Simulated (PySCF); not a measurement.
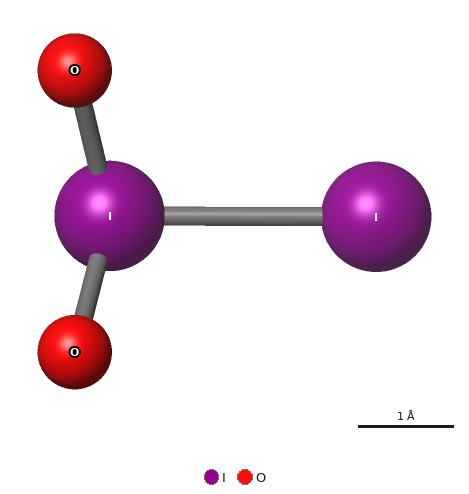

**Figure 1.** The structure as given in the input (ball-and-stick view, seen at a tilt).

# Frequency calculation, with input and output: IO$_{2}$I

System: IO$_{2}$I.
Method: RKS-based PBE0, I def2-SVP with ECP28, O def2-SVP; non-relativistic Hamiltonian with a scalar-relativistic core potential; density fitting (PySCF 2.14.0).

**Output**
```
init E= -745.39683336902
  HOMO = -0.302794803701909  LUMO = -0.157728183331599  gap/eV = 3.94746
cycle= 1 E= -745.396833369003  delta_E= 1.73e-11  |g|= 7.06e-06  |ddm|= 1.74e-05
  HOMO = -0.302796496781847  LUMO = -0.157727735677671  gap/eV = 3.94752
Extra cycle  E= -745.396833368919  delta_E= 8.41e-11  |g|= 1.82e-05  |ddm|= 3.64e-05
converged SCF energy = -745.396833368919
```

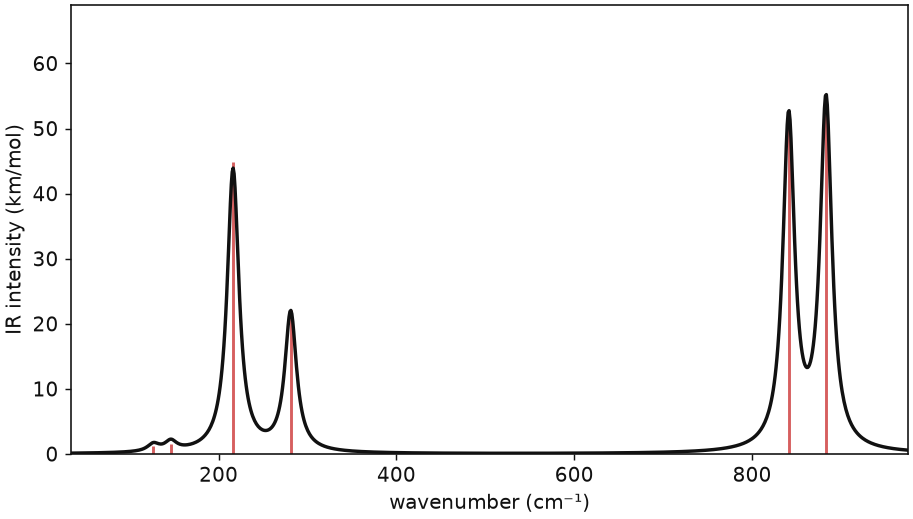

**Figure 2.** Harmonic infrared spectrum, unscaled: sticks (degenerate modes added up, dark ones marked on the axis) with a Lorentzian envelope of 16 cm⁻¹ full width, scaled to the tallest stick. 6 modes from 127 to 883 cm⁻¹, none imaginary. The strongest line is at 883 cm⁻¹ (55 km/mol). All modes, in cm⁻¹ (km/mol): 127 (1.2), 146 (1.5), 216 (45), 281 (22), 841 (53), 883 (55).

The run was set up as follows.

**The input**
```python
from pyscf import gto, scf, dft
mol = gto.M(atom='''
I     -1.061504    -0.431710     0.374027
O     -1.075231     0.133566     2.087232
O     -2.199509     0.543742    -0.630082
I      1.474250     0.346343    -0.557685''',
    basis={'I': 'def2-SVP', 'O': 'def2-SVP'},
    ecp={'I': 'def2-SVP'},
    charge=0, spin=0)
mf = dft.RKS(mol, xc='PBE0')
mf.grids.atom_grid = (75, 302)
aux = {'I': 'def2-universal-JKFIT', 'O': 'def2-universal-JKFIT'}
mf = mf.density_fit(auxbasis=aux)
mf.conv_tol = 1e-09
mf.diis_space = 10
mf.max_cycle = 60
mf.verbose = 4
mf.kernel()
```

The script is an equivalent of the set-up of the self-consistent field. The run itself was carried out by a driver, which started from the orbitals of the step before it where there was one and computed the further properties.

Launch command:
```bash
OMP_NUM_THREADS=2 python axn.py task.json out
```

**Summary**

- outcome: converged
- total energy: −745.396833 hartree
- HOMO: −8.24 eV
- LUMO: −4.29 eV
- zero-point energy: 0.005683 hartree
- dipole moment: 3.43 D
- wavenumbers, lowest and highest: 127 and 883 cm⁻¹
- hardware: 2 threads of Arm Neoverse N1, 98 GiB of memory available, shared host
- wall time: 62 s (CPU time 1.9 min)
- peak memory: 0.95 GiB
